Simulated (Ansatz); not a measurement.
**O2 (oxygen): UCCSDTQ/STO-3G**

Aim: the energy change on altering one bond length of O2 (oxygen) at UCCSDTQ/STO-3G, from 2 runs. 

The results are computed with Ansatz 0.2.0.

35 further runs of the same task are left out: 14 that didn't finish, 21 set aside as unsound or not needed.

## (1) The system as given

O2: 2 atoms, total charge 0, spin state triplet. As SMILES, `O=O`. Geometry: relaxed at PBE0-D4/def2-TZVP.

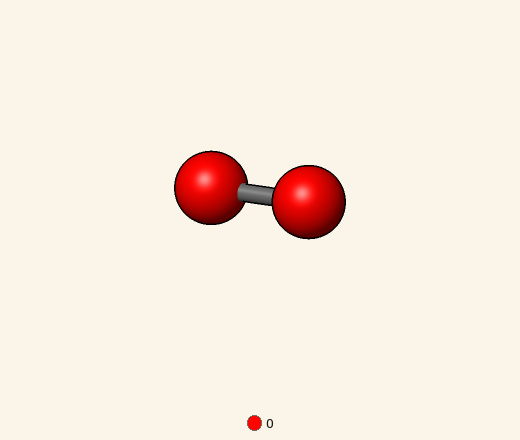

Viewed from a chosen angle; oxygen red.

## (2) The energy at UCCSDTQ/STO-3G

The input, run.yaml:

```yaml
crystal:
  periodic: [false, false, false]
  atoms:
    - symbol: O
      position_ang: [0.509550, -0.164850, 0.262450]
    - symbol: O
      position_ang: [-0.509550, 0.164850, -0.262450]
basis:
  gaussian: {orbitals: STO-3G}
magnetization: {spin_polarized: true, initial_magnetization: 2}
correlation: {method: ccsdtq, frozen_orbitals: {O: 1}}
accuracy: high
scf: {omitted_lower_state_checks: [cluster_reference, increment]}
```

On the command line:

```
$ ansatz run run.yaml --threads 1 --pin off --max-ram 3480MiB --events-out events.jsonl --progress --plain --runs-dir runs
```

The log of the run, shortened:

```text
Warning: RAYON_NUM_THREADS=1 ignored (pool sized by the plan → 1); use --threads N
Functional definition: HF
  name "HF"
[...]
149 factors; integrals over basis functions are off by at most 4.0e-8 eV
[...]
mean field -4017.29909904 eV, -147.6330188668 hartree, gradient 4.6e-9 eV, S^2 2.003364; 4 other end points of the search recorded, 0 dependent functions left out
2 core orbitals not correlated: weight in the atoms' cores, before any rotation towards them, 1.000 or more for the frozen orbitals, at most 0.000 for the correlated occupied ones
reference -4017.29909904 eV, -147.6330188668 hartree; 7, 5 occupied and 1, 3 virtual orbitals, 149 factors
second order -2.28768409 eV of doubles, -0.00000000 eV of singles
cycle   1  -2.56451241 eV  change   -2.8e-1 eV  update   6.0e-2
[...]
cycle  19  -2.88113495 eV  change   2.0e-10 eV  update  3.4e-10
Total energy: -4020.18023399 eV, -147.7388986232 hartree
Checks for a lower state left out: cluster_reference, increment
```

Run time: 13 s. Hardware: 1 thread of Arm Neoverse V1, shared host; peak memory 0.097 GiB.

## (3) The distorted shape

The input, molecule.yaml:

```yaml
crystal:
  periodic: [false, false, false]
  atoms:
    - {symbol: O, position_ang: [0.764318, -0.247273, 0.393672]}
    - {symbol: O, position_ang: [-0.509550, 0.164850, -0.262450]}
basis:
  gaussian:
    orbitals: STO-3G
magnetization:
  spin_polarized: true
  initial_magnetization: 2
scf:
  omitted_lower_state_checks: [cluster_reference, increment]
correlation:
  method: ccsdtq
  frozen_orbitals: {O: 1}
accuracy: high
```

On the command line:

```
$ ansatz run molecule.yaml --threads 1 --pin off --max-ram 3480MiB --events-out events.jsonl --progress --plain --runs-dir runs
```

The log of the run, shortened:

```text
Warning: RAYON_NUM_THREADS=1 ignored (pool sized by the plan → 1); use --threads N
[... 2 set-up lines as earlier in the session ...]
[...]
149 factors; integrals over basis functions are off by at most 4.5e-8 eV
[...]
mean field -4016.49096084 eV, -147.6033203356 hartree, gradient 7.2e-9 eV, S^2 2.002265; 12 other end points of the search recorded, 0 dependent functions left out
2 core orbitals not correlated: weight in the atoms' cores, before any rotation towards them, 1.000 or more for the frozen orbitals, at most 0.000 for the correlated occupied ones
reference -4016.49096084 eV, -147.6033203356 hartree; 7, 5 occupied and 1, 3 virtual orbitals, 149 factors
second order -1.44505768 eV of doubles, -0.00000000 eV of singles
cycle   1  -1.81656652 eV  change   -3.7e-1 eV  update   9.3e-2
[...]
cycle  38  -3.17895765 eV  change   3.2e-10 eV  update  2.3e-10
Total energy: -4019.66991849 eV, -147.7201448743 hartree
Checks for a lower state left out: cluster_reference, increment
```

It took 14 s on 1 thread of Arm Neoverse V1, shared host; peak memory 0.098 GiB.

## (4) Summary of results

At UCCSDTQ/STO-3G, 2 core orbitals frozen:

```
                                                         quantity          value
                                        first shape: total energy  -147.73890 Eh
         first shape: correlation energy (2 core orbitals frozen)     -105.9 mEh
                   first shape: ⟨S²⟩ of the reference determinant          2.003
                                       first shape: T1 diagnostic          0.035
                                    distorted shape: total energy  -147.72014 Eh
     distorted shape: correlation energy (2 core orbitals frozen)     -116.8 mEh
               distorted shape: ⟨S²⟩ of the reference determinant          2.002
                                   distorted shape: T1 diagnostic          0.122
energy change with the O1–O2 bond stretched from 1.193 to 1.491 Å       0.510 eV
```

**Reading.** With the O1–O2 bond stretched from 1.193 to 1.491 Å the energy rises by 0.51 eV (49.2 kJ/mol). The first shape isn't relaxed at this level, so the change isn't measured from a minimum. The minimal basis adds a large error of its own.
